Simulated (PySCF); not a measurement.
# C3H12B2N2: a tour of settings, part 2 of 2

PySCF 2.14.0. Atoms count from 0.

### Step 3. Excited states and response: PBE0/def2-SVPD

The job: settings as JSON, then the geometry in Å.

```
{"job": {"kind": "uv", "xc": "PBE0", "basis": "def2-SVPD", "nstates": 6, "ntriplets": 2}, "charge": 0, "multiplicity": 1}
C      2.488567    -0.717973     0.276101
C      1.869121     0.346254    -0.210519
B      0.329219     0.463828    -0.608629
N     -0.348223     1.759888     0.018065
B     -1.394594     0.800706     0.731813
N     -0.619213    -0.491935     0.227447
C     -1.356795    -1.538751    -0.463181
H      3.543728    -0.734882     0.506535
H      1.970949    -1.648488     0.460826
H      2.480163     1.230450    -0.379532
H      0.119339     0.384862    -1.776055
H     -0.737834     2.419360    -0.642298
H      0.249072     2.270386     0.655981
H     -2.469804     0.884322     0.238888
H     -1.377476     0.911524     1.915093
H     -0.100996    -0.919244     0.986422
H     -1.921063    -1.095029    -1.280491
H     -0.675716    -2.285018    -0.877427
H     -2.058251    -2.031009     0.213499
```

Level: TDDFT PBE0/def2-SVPD, vertical, gas phase, core orbitals frozen in the response.

The log of the run:

```text
coarse grid: 15000 points
cycle   1  E = -280.1860650362  dE =  6.626e-01  |g| = 4.438e-01  |ddm| = 9.748e+00
cycle   2  E = -280.1877435266  dE = -1.678e-03  |g| = 4.628e-01  |ddm| = 2.236e+00
cycle   3  E = -280.2459883745  dE = -5.824e-02  |g| = 7.472e-02  |ddm| = 1.142e+00
cycle   4  E = -280.2470730346  dE = -1.085e-03  |g| = 3.889e-02  |ddm| = 1.988e-01
cycle   5  E = -280.2474446752  dE = -3.716e-04  |g| = 7.378e-03  |ddm| = 8.065e-02
cycle   6  E = -280.2474577294  dE = -1.305e-05  |g| = 3.040e-03  |ddm| = 2.467e-02
cycle   7  E = -280.2474597402  dE = -2.011e-06  |g| = 5.156e-04  |ddm| = 5.320e-03
final grid: 142488 points
cycle   8  E = -280.2777049498  dE = -7.421e-05  |g| = 9.284e-03  |ddm| = 3.627e-01
cycle   9  E = -280.2776971723  dE =  7.778e-06  |g| = 1.106e-02  |ddm| = 5.043e-02
cycle  10  E = -280.2777271800  dE = -3.001e-05  |g| = 1.214e-03  |ddm| = 2.087e-02
cycle  11  E = -280.2777275106  dE = -3.307e-07  |g| = 2.872e-04  |ddm| = 2.536e-03
cycle  12  E = -280.2777275277  dE = -1.707e-08  |g| = 1.295e-04  |ddm| = 1.004e-03
cycle  13  E = -280.2777275318  dE = -4.116e-09  |g| = 3.811e-05  |ddm| = 3.549e-04
cycle  14  E = -280.2777275322  dE = -3.520e-10  |g| = 5.958e-06  |ddm| = 9.383e-05
converged SCF energy = -280.2777275322

Static polarisability (au): isotropic 81.669, principal 71.459 81.358 92.191

Singlet excitations
state   eV       nm        f      main configurations
  1   6.4949    190.9   0.10069   H->L 0.83
  2   6.6688    185.9   0.00479   H-1->L 0.47, H->L+1 0.37
  3   6.7583    183.5   0.02655   H->L+1 0.40, H-1->L 0.25, H->L+2 0.19
  4   7.1272    174.0   0.13813   H->L+2 0.66, H-2->L 0.09, H->L+1 0.08
  5   7.3234    169.3   0.02948   H-2->L 0.56, H->L+3 0.13, H-1->L 0.11
  6   7.4140    167.2   0.01104   H->L+3 0.40, H-2->L 0.20, H-1->L+1 0.14

Triplet excitations (Tamm-Dancoff, eV): 4.3523 6.1756
```

It took 46 s on 1 thread of Arm Neoverse V1, shared host; peak memory 0.9 GiB.

Frontier orbitals and where they lie:

| orbital | eV | atoms |
| --- | --- | --- |
| HOMO−3 | -8.84 | B4 16 %, B2 15 %, H13 13 % |
| HOMO−2 | -8.30 | B4 29 %, H14 18 %, H13 15 % |
| HOMO−1 | -8.02 | C1 22 %, B2 15 %, N5 13 % |
| HOMO | -7.18 | C0 33 %, C1 29 %, B2 8 % |
| LUMO | 0.11 | C0 20 %, C1 18 %, B2 14 % |
| LUMO+1 | 0.60 | B4 15 %, C0 13 %, H15 13 % |
| LUMO+2 | 0.76 | C1 14 %, H11 11 %, C0 11 % |

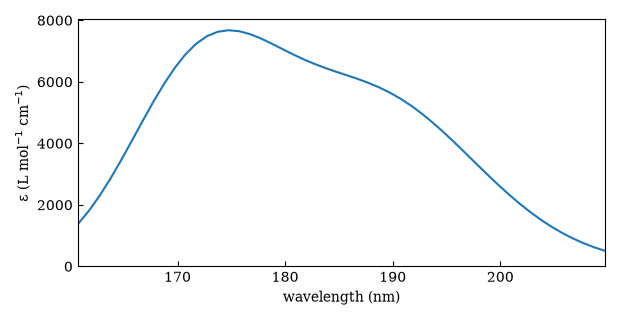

Absorption spectrum: each of the 6 states is a Gaussian band of 0.4 eV half-width at 1/e. Beyond the last state computed it falls off for lack of states.

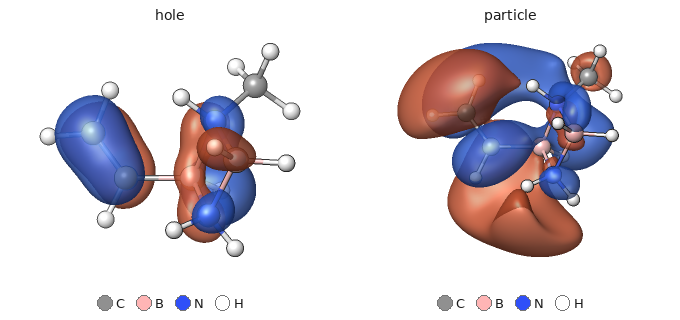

Leading natural transition orbitals of singlet state 4: the electron leaves the hole (left) for the particle orbital (right).

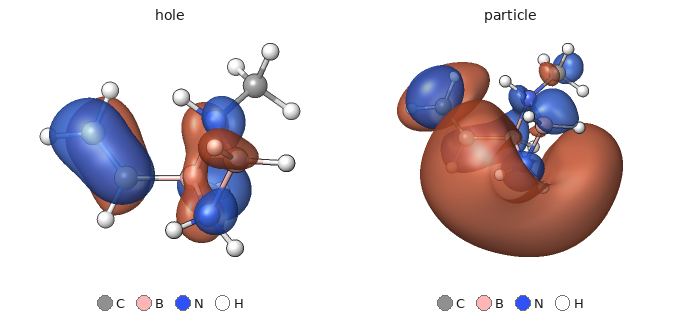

Leading natural transition orbitals of singlet state 1: the electron leaves the hole (left) for the particle orbital (right).

Further results of this job:

| property | computed |
| --- | --- |
| dipole moment (D) | 0.31 |
| polarisability (Å³) | 12.10 |
| HOMO–LUMO gap (eV) | 7.29 |
| −ε(HOMO) (eV) | 7.18 |

### Step 4. NMR shieldings: wB97X/6-31G

Same as in step 3 but for these lines:

```diff
@@ -1,2 +1,2 @@
-{"job": {"kind": "uv", "xc": "PBE0", "basis": "def2-SVPD", "nstates": 6, "ntriplets": 2}, "charge": 0, "multiplicity": 1}
+{"job": {"kind": "nmr", "xc": "wB97X", "basis": "6-31G", "pop": false, "grid": 0, "scf": {"max_cycle": 2}}, "charge": 0, "multiplicity": 1}
 C      2.488567    -0.717973     0.276101
```

With the program's defaults for keys left out, this is: GIAO wB97X/6-31G NMR shielding, non-relativistic, gas phase.

The log of the run:

```text
final grid: 15000 points
cycle   1  E = -280.6796793146  dE =  1.219e+00  |g| = 3.323e-01  |ddm| = 3.663e+00
cycle   2  E = -280.7138999924  dE = -3.422e-02  |g| = 1.473e-01  |ddm| = 5.891e-01
SCF not converged, last energy = -280.7138999924
```

It took 1.3 s on 1 thread of Arm Neoverse V1, shared host; peak memory 0.43 GiB.

Why it failed: The cap of 2 cycles ended the SCF at a gradient of 1.5e-01. Cure: raise the cap. Numbers printed on the way are no properties of the molecule.

### Step 5. Excited states and response: PBE0/def2-SVPD

Same as in step 4 but for these lines:

```diff
@@ -1,2 +1,2 @@
-{"job": {"kind": "nmr", "xc": "wB97X", "basis": "6-31G", "pop": false, "grid": 0, "scf": {"max_cycle": 2}}, "charge": 0, "multiplicity": 1}
+{"job": {"kind": "uv", "xc": "PBE0", "basis": "def2-SVPD", "nstates": 12, "ntriplets": 5, "tda": false, "scf": {"guess": "huckel"}}, "charge": 0, "multiplicity": 1}
 C      2.488567    -0.717973     0.276101
```

Method: TDDFT PBE0/def2-SVPD, vertical, gas phase, core orbitals frozen in the response.

The log of the run:

```text
final grid: 142488 points
cycle   1  E = -278.9434364078  dE = -1.798e+00  |g| = 2.256e+00  |ddm| = 1.562e+01
cycle   2  E = -278.6431414974  dE =  3.003e-01  |g| = 2.313e+00  |ddm| = 2.194e+01
cycle   3  E = -280.2539764418  dE = -1.611e+00  |g| = 3.099e-01  |ddm| = 2.122e+01
cycle   4  E = -280.2704397345  dE = -1.646e-02  |g| = 1.806e-01  |ddm| = 9.357e-01
cycle   5  E = -280.2773179340  dE = -6.878e-03  |g| = 3.879e-02  |ddm| = 3.623e-01
cycle   6  E = -280.2776669686  dE = -3.490e-04  |g| = 1.496e-02  |ddm| = 1.499e-01
cycle   7  E = -280.2777235414  dE = -5.657e-05  |g| = 4.032e-03  |ddm| = 2.921e-02
cycle   8  E = -280.2777271978  dE = -3.656e-06  |g| = 1.111e-03  |ddm| = 1.059e-02
cycle   9  E = -280.2777275225  dE = -3.246e-07  |g| = 1.904e-04  |ddm| = 3.058e-03
cycle  10  E = -280.2777275311  dE = -8.657e-09  |g| = 6.451e-05  |ddm| = 7.138e-04
cycle  11  E = -280.2777275321  dE = -9.683e-10  |g| = 1.855e-05  |ddm| = 2.710e-04
converged SCF energy = -280.2777275321

Static polarisability (au): isotropic 81.669, principal 71.459 81.358 92.191

Singlet excitations
state   eV       nm        f      main configurations
  1   6.4948    190.9   0.10068   H->L 0.83
  2   6.6688    185.9   0.00479   H-1->L 0.47, H->L+1 0.37
  3   6.7583    183.5   0.02655   H->L+1 0.40, H-1->L 0.25, H->L+2 0.19
  4   7.1272    174.0   0.13813   H->L+2 0.66, H-2->L 0.09, H->L+1 0.08
  5   7.3233    169.3   0.02948   H-2->L 0.56, H->L+3 0.13, H-1->L 0.11
  6   7.4140    167.2   0.01104   H->L+3 0.40, H-2->L 0.20, H-1->L+1 0.14
  7   7.5317    164.6   0.00369   H-1->L+1 0.54, H->L+4 0.14, H->L+3 0.09
  8   7.5618    164.0   0.03614   H->L+4 0.50, H->L+3 0.27, H-1->L+2 0.11
  9   7.5832    163.5   0.03157   H-1->L+2 0.57, H-1->L+1 0.12
 10   7.8309    158.3   0.02057   H-2->L+1 0.85
 11   7.9508    155.9   0.03165   H-3->L 0.70, H-1->L+2 0.09
 12   8.0011    155.0   0.02956   H->L+5 0.46, H-2->L+2 0.27

Triplet excitations (Tamm-Dancoff, eV): 4.3523 6.1756 6.4937 6.6687 7.1120
```

It took 52 s on 1 thread of Arm Neoverse V1, shared host; peak memory 0.93 GiB.

In short: HOMO -7.18 eV, LUMO 0.11 eV; lowest singlet 6.49 eV.

### Step 6. NMR shieldings: PBE0/STO-3G

Same as in step 5 but for these lines:

```diff
@@ -1,2 +1,2 @@
-{"job": {"kind": "uv", "xc": "PBE0", "basis": "def2-SVPD", "nstates": 12, "ntriplets": 5, "tda": false, "scf": {"guess": "huckel"}}, "charge": 0, "multiplicity": 1}
+{"job": {"kind": "nmr", "xc": "PBE0", "basis": "STO-3G", "pop": false}, "charge": 0, "multiplicity": 1}
 C      2.488567    -0.717973     0.276101
```

Method: GIAO PBE0/STO-3G NMR shielding, non-relativistic, gas phase.

The log of the run:

```text
coarse grid: 15000 points
cycle   1  E = -277.0468733814  dE =  7.821e-01  |g| = 2.911e-01  |ddm| = 5.196e+00
cycle   2  E = -277.0622920975  dE = -1.542e-02  |g| = 2.340e-01  |ddm| = 7.125e-01
cycle   3  E = -277.0767922079  dE = -1.450e-02  |g| = 8.217e-02  |ddm| = 3.536e-01
cycle   4  E = -277.0786782869  dE = -1.886e-03  |g| = 2.393e-02  |ddm| = 1.171e-01
cycle   5  E = -277.0788427309  dE = -1.644e-04  |g| = 4.926e-03  |ddm| = 3.209e-02
cycle   6  E = -277.0788499434  dE = -7.213e-06  |g| = 4.473e-04  |ddm| = 6.676e-03
final grid: 142488 points
cycle   7  E = -277.0591251328  dE = -1.279e-05  |g| = 5.090e-03  |ddm| = 1.780e-02
cycle   8  E = -277.0591274064  dE = -2.274e-06  |g| = 4.410e-03  |ddm| = 1.213e-02
cycle   9  E = -277.0591330053  dE = -5.599e-06  |g| = 5.146e-04  |ddm| = 5.707e-03
cycle  10  E = -277.0591330797  dE = -7.432e-08  |g| = 1.498e-04  |ddm| = 7.326e-04
cycle  11  E = -277.0591330864  dE = -6.727e-09  |g| = 2.338e-05  |ddm| = 1.981e-04
cycle  12  E = -277.0591330865  dE = -1.521e-10  |g| = 6.475e-06  |ddm| = 3.173e-05
converged SCF energy = -277.0591330865

GIAO shielding tensors (ppm)
atom      isotropic    diamagn.    paramagn.     s11        s22        s33       span
  0 C      133.394     253.944    -120.551     39.837    143.625    216.718    176.881
  1 C      115.188     252.676    -137.487     17.268    105.021    223.276    206.008
  2 B      128.763     196.222     -67.458    114.630    125.653    146.007     31.377
  3 N      306.578     308.800      -2.223    291.104    298.861    329.769     38.665
  4 B      129.841     196.049     -66.207    114.294    125.077    150.153     35.860
  5 N      302.621     307.744      -5.123    285.865    294.531    327.466     41.602
  6 C      195.783     244.509     -48.726    176.822    181.452    229.075     52.253
  7 H       27.774      30.270      -2.497     24.956     26.460     31.904      6.948
  8 H       28.307      34.580      -6.273     25.738     26.330     32.853      7.115
  9 H       27.008      31.198      -4.191     24.937     26.615     29.471      4.535
 10 H       30.576      34.314      -3.738     27.939     30.036     33.753      5.814
 11 H       31.431      30.003       1.428     23.746     26.807     43.741     19.995
 12 H       31.809      30.797       1.012     24.950     27.496     42.982     18.032
 13 H       30.900      32.974      -2.074     26.901     30.869     34.929      8.028
 14 H       31.012      33.094      -2.082     27.276     30.201     35.560      8.283
 15 H       31.611      34.512      -2.901     23.898     28.485     42.449     18.551
 16 H       30.697      31.115      -0.418     25.648     28.975     37.468     11.820
 17 H       30.870      31.086      -0.215     25.651     28.580     38.381     12.730
 18 H       30.907      29.851       1.056     26.180     27.561     38.980     12.800
```

Run time: 4.3 s. Hardware: 1 thread of Arm Neoverse V1, shared host; peak memory 0.43 GiB.

This run: δ C1 121.0, C0 102.8, C6 40.4, B2 0.5, H9 6.01, H7 5.24 ppm.

### Step 7. Run by run: NMR shifts

Shifts (ppm) of some atoms, chosen among heavy atoms and hydrogens apart, with basis size and wall time:

| run | C1 | C0 | H10 | H14 | B4 | N5 | N3 | functions | time |
| --- | --- | --- | --- | --- | --- | --- | --- | --- | --- |
| PBE0/pcSseg-1 | 160.1 | 122.7 | 3.41 | 3.17 | -13.2 | 35.6 | 28.9 | 179 | 31 s |
| PBE0/STO-3G | 121.0 | 102.8 | 2.44 | 2.01 | -0.6 | -6.2 | -10.1 | 47 | 4.3 s |

### Step 8. Results

What follows sums up all 2 parts.

| quantity | value |
| --- | --- |
| ¹³C shifts against TMS (PBE0/pcSseg-1) | 160.1, 122.7, 40.8 ppm |
| ¹H shifts against TMS (PBE0/pcSseg-1, means over atoms taken as alike) | 6.70, 5.73, 5.34, 3.41, 3.17, 3.01, 2.59, 1.88, 1.64, 1.38 ppm |
| ¹¹B shifts against BF3·OEt2 (PBE0/pcSseg-1) | -9.2, -13.2 ppm |
| ¹⁵N shifts against NH3 (PBE0/pcSseg-1) | 35.6, 28.9 ppm |
| potential on the surface of density 0.002 e/bohr³, 1st and 99th percentile | -1.01 V and 1.73 V |
| lowest singlet (PBE0/def2-SVPD) | 6.49 eV (191 nm), f = 0.101 |
| brightest single state of those computed | state 4, 7.13 eV, f = 0.138 |
| lowest triplet | 4.35 eV |
| range of the shift of N5 | -6.2 to 35.6 ppm |
| property runs in this session | 5, of which 1 failed and 1 gave unsound results |

**Reading.** Single values in the summary come from the first sound run of each kind (PBE0/pcSseg-1; PBE0/def2-SVPD), which need not be the best level. C1 (alkene CH) lies farthest downfield among carbon, at 160.1 ppm; the olefinic region. H9 (hydrogen on an alkene CH) lies farthest downfield among hydrogen, at 6.70 ppm; olefinic region. At PBE0/pcSseg-1: Shielding is most anisotropic at C1 (span 270 ppm, paramagnetic term -233 ppm). The lowest singlet, at 6.49 eV, is HOMO→LUMO 0.83 and is bright; of the 6 states computed, the strongest absorption comes from state 4 at 7.13 eV. The lowest triplet lies 2.14 eV below the lowest singlet (triplets in Tamm-Dancoff, singlets in full TDDFT). Across the 2 runs the shift of N5 moves most, between -6.2 (PBE0/STO-3G) and 35.6 ppm (PBE0/pcSseg-1). A minimal basis is unusable for shieldings, so that end is no result.
